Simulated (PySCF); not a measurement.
# C₃H₆AlF, SMILES `C=C[CH2][AlH][F]`: electronic structure

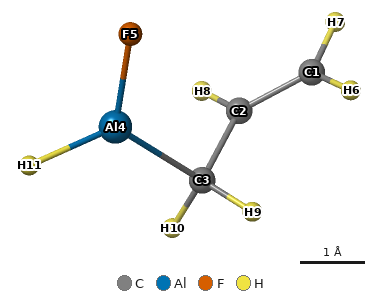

The molecule, with its atoms numbered as below. No frequency check shows the geometry to be a minimum.

Coordinates in Å:

```
C1       2.1972    0.7735    0.1579
C2       1.5065   -0.1893   -0.4350
C3       0.5714   -1.1220    0.2611
Al4     -1.2843   -0.3984   -0.0179
F5      -1.6124    1.2151    0.0182
H6       2.1428    0.9349    1.2222
H7       2.8510    1.4266   -0.3942
H8       1.5890   -0.3227   -1.5086
H9       0.8325   -1.1805    1.3247
H10      0.6498   -2.1324   -0.1529
H11     -2.5090   -1.2565   -0.3259
```

Part 1: Bonding charge

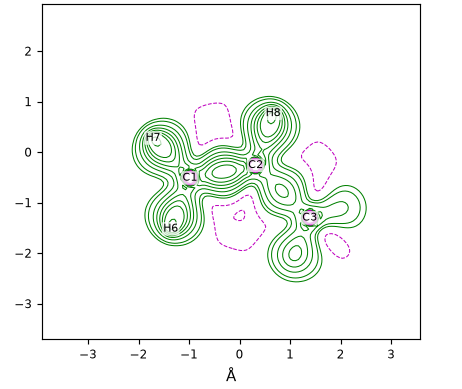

Deformation density (molecule less spherical, spin-averaged free atoms) in the plane of C1, C2, C3, H6, H7 and H8; contours at ±0.05 to ±0.8 e/Å³; solid green lines: gain, dashed magenta lines: loss.

Method: PBE/def2-SVPD; geometry: GFN2-xTB; program: PySCF.

Q: How much density has each bond in this plane gained at its critical point, relative to the free atoms?

A: C1–C2: +0.68 e/Å³ at the bond critical point (bond length 1.32 Å). C1–H7: +0.67 e/Å³ at the bond critical point (bond length 1.08 Å). C2–H8: +0.67 e/Å³ at the bond critical point (bond length 1.08 Å). C1–H6: +0.67 e/Å³ at the bond critical point (bond length 1.08 Å). C2–C3: +0.43 e/Å³ at the bond critical point (bond length 1.49 Å). In all, 2.4 electrons gather in the regions of gain relative to the promolecule.

Q: Where do the Hirshfeld charges lie?

A: The highest Hirshfeld charge is on Al4 (+0.57 e), the lowest on F5 (−0.28 e).

```csv
atom,charge (e)
C1,−0.10
C2,−0.04
C3,−0.18
Al4,+0.57
F5,−0.28
H6,+0.04
H7,+0.04
H8,+0.04
H9,+0.04
H10,+0.04
H11,−0.15
```

Part 2: Bond critical points

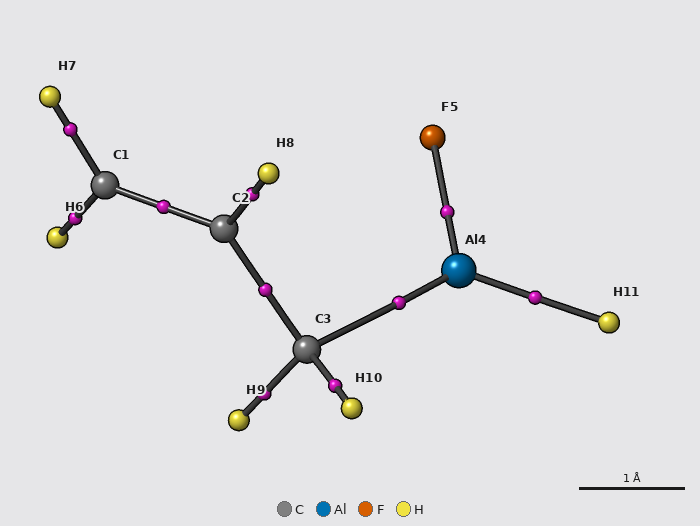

Molecular graph of the electron density (QTAIM): bond paths, bond critical points (magenta), ring points (cyan, if any); weak paths are dashed.

Q: How many critical points of each kind are there, and does the count close?

A: 11 nuclei, 10 bond, 0 ring and 0 cage critical points: 11 − 10 + 0 − 0 = 1, as the Poincaré–Hopf relation requires.

Q: What does the calculation give at each kind of bond critical point?

A:
| bond | length (Å) | ρ (a.u.) | ∇²ρ (a.u.) | ε | H (a.u.) |
| --- | --- | --- | --- | --- | --- |
| C1–C2 | 1.325 | 0.341 | −0.89 | 0.36 | −0.363 |
| C1–H7 | 1.076 | 0.281 | −1.05 | 0.02 | −0.306 |
| C1–H6 | 1.078 | 0.280 | −1.04 | 0.02 | −0.304 |
| C2–H8 | 1.085 | 0.279 | −1.02 | 0.01 | −0.299 |
| C3–H10 | 1.095 | 0.266 | −0.91 | 0.04 | −0.277 |
| C3–H9 | 1.097 | 0.265 | −0.90 | 0.04 | −0.274 |
| C2–C3 | 1.493 | 0.251 | −0.54 | 0.09 | −0.203 |
| Al4–F5 | 1.647 | 0.100 | +1.03 | 0.02 | +0.020 |
| Al4–H11 | 1.527 | 0.088 | +0.30 | 0.04 | −0.031 |
| C3–Al4 | 2.011 | 0.077 | +0.26 | 0.06 | −0.023 |

Q: What kind of interaction is C3–H9?

A: Shared-shell (covalent): ρ = 0.265, ∇²ρ = −0.90, H = −0.274 a.u.

Part 3: Local ionisation energy

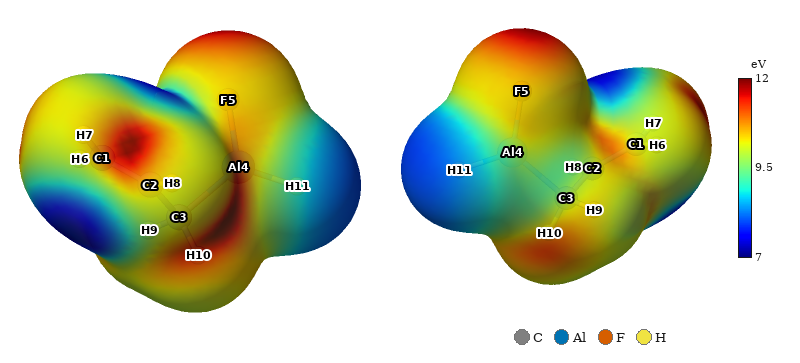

Average local ionisation energy on the surface of electron density 0.001 a.u. (back view left, front view right).

Q: Where are the most loosely bound electrons on this surface?

A: The lowest value is 7.2 eV, off the C1–C2 bond (2.2 Å from its atoms). Further minima include 7.4 eV, over C1, off the plane of its three bonds (2.1 Å); 7.9 eV, 1.5 Å from H11; 10.0 eV, 1.4 Å from H9. For comparison, the highest occupied orbital lies at −5.8 eV.

Part 4: Excited states

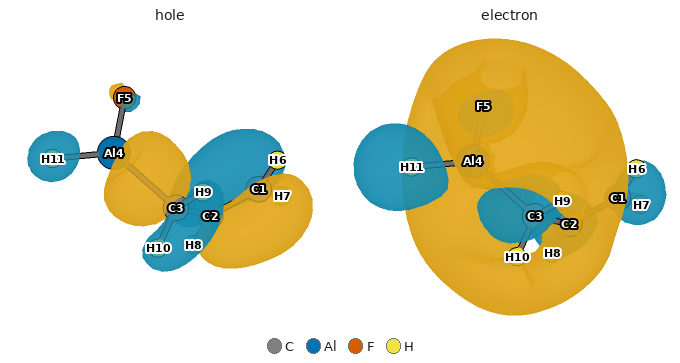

Leading natural transition orbital pair of S₂ (TDA singlet states); the surfaces enclose about 85 % of each orbital's density.

Level of theory: CAM-B3LYP/def2-SVP (PySCF), at a geometry from GFN2-xTB. Without diffuse functions Rydberg states are missing, so the states' numbers hold for this basis only.

Q: Give its energy and the atoms that hole and electron lie on.

A: 6.39 eV (194 nm), f = 0.063; the leading pair carries 98 %; hole on C1 (32 %), C2 (21 %) and C3 (19 %), electron on Al4 (50 %), C3 (11 %) and F5 (9 %); their centroids lie 1.7 Å apart. In canonical orbitals it is mainly HOMO → LUMO+1 (95 %). The HOMO–LUMO gap is 8.02 eV.

Part 5: Removing or adding an electron

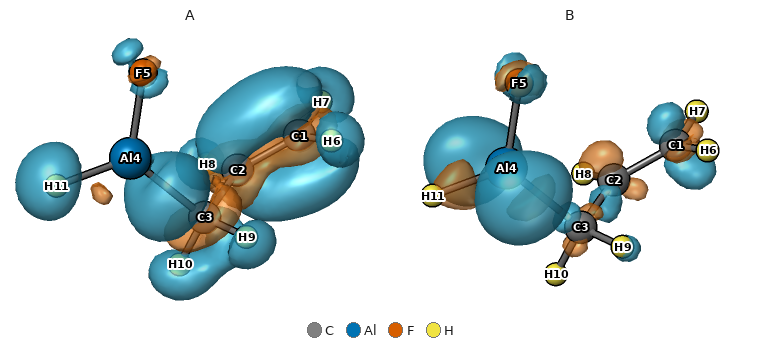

The two Fukui functions at ±0.02 e/Å³ (light blue positive, orange negative).

Level of theory: B3LYP/6-31+G* (PySCF), at a geometry from GFN2-xTB.

Q: Which panel is f⁻ (electron removed) and which f⁺ (electron added)?

A: A is f⁻, B is f⁺. f⁻ (Hirshfeld-condensed) is largest on C1 (0.22), Al4 (0.14) and C2 (0.13); the vertical ionisation energy is 8.85 eV. f⁺ (Hirshfeld-condensed) is largest on Al4 (0.63); the vertical electron affinity is −0.15 eV (the stability of the anion's solution wasn't checked; negative: at this level and geometry the extra electron isn't bound, and the finite basis holds it).

Q: What chemical potential and hardness follow from the two energies?

A: μ = −(I + A)/2 = −4.35 eV and η = I − A = 9.00 eV.

Part 6: Stretching a bond

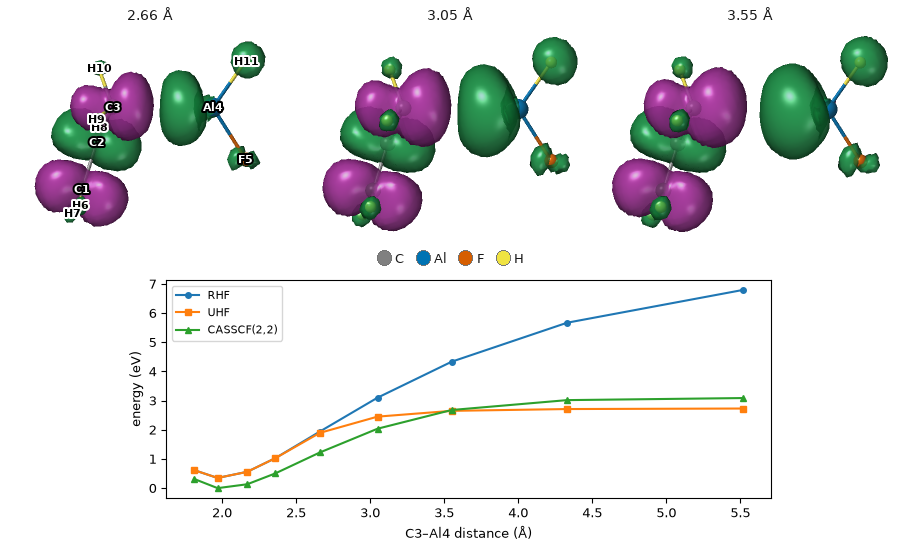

Rigid stretch of the C3–Al4 bond. Broken-symmetry UHF spin density at ±0.03 e/Å³ (green: α, purple: β). Below: energies along the scan, from the lowest point of the three curves.

Computed with PySCF, 6-31G* basis, geometry: GFN2-xTB.

UHF's ⟨S²⟩ passes 1 along the scan (up to 1.20), so it also polarises electrons outside the stretched bond; its energy lowering isn't due to that bond alone.

Q: How does the broken-symmetry solution share the spin, and how far is it from a pure singlet?

A: At 3.55 Å excess α spin lies mostly on Al4 and excess β on C3; the two could be swapped at no cost. ⟨S²⟩ is 0.31 at 2.66 Å, 0.88 at 3.05 Å and 1.11 at 3.55 Å, against 0 for a pure singlet and 1 for an equal mix of singlet and triplet.

Q: Where does the UHF solution part from RHF?

A: Between 2.36 Å (⟨S²⟩ = 0, the two coincide) and 2.66 Å (⟨S²⟩ = 0.31); at 5.52 Å ⟨S²⟩ is 1.20 and UHF lies 4.1 eV below RHF.

Q: How much energy does the stretch cost?

A: By CASSCF, 3.1 eV from the lowest point of the scan (1.97 Å) to 5.52 Å; RHF gives 6.4 eV from its own lowest point. The fragments aren't relaxed and dynamic correlation is missing, so this isn't a bond dissociation energy.

The PySCF runs shown took 15 s, 99 s, 2.2 min and 100 s on 1 thread of Intel(R) Xeon(R) Platinum 8488C (Sapphire Rapids), on a shared host.
